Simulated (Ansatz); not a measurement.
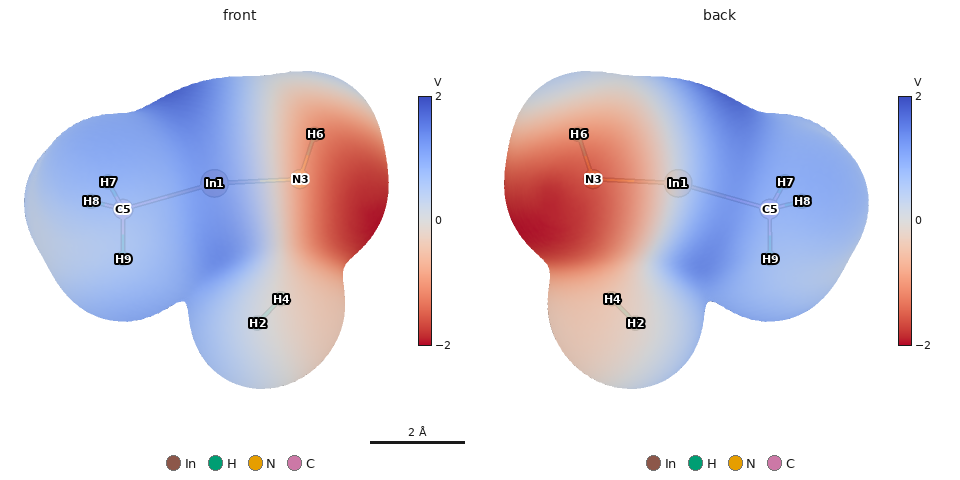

*CH4InN···H2. The electrostatic potential painted on the density surface at 0.001 e/bohr³, seen from the front and from behind; red is negative and blue positive.*

The product side of a reaction path; geometry: PBE0-D4/def2-TZVP; core potentials replace the inner electrons of In.

Theory: RKS PBE0-D4/def2-TZVPP (Ansatz 0.2.0).

```xyz
9

In   -0.1035    0.8162   -0.0234
H    -1.1490   -1.8316   -1.3341
N    -1.3971    1.4137   -1.2717
H    -1.4423   -1.1816   -1.5701
C     1.2235   -0.2662    1.2104
H    -1.4937    2.4306   -1.2742
H     2.2287    0.1478    1.1319
H     0.8936   -0.2217    2.2482
H     1.2396   -1.3071    0.8829
```

Describe the electrostatic potential map.

The most negative region (about −2.0 V, or −46 kcal/mol for a unit charge) lies over N3, the most positive (about +1.7 V, or +39 kcal/mol for a unit charge) over In1. N3 is the likeliest acceptor of a hydrogen bond.
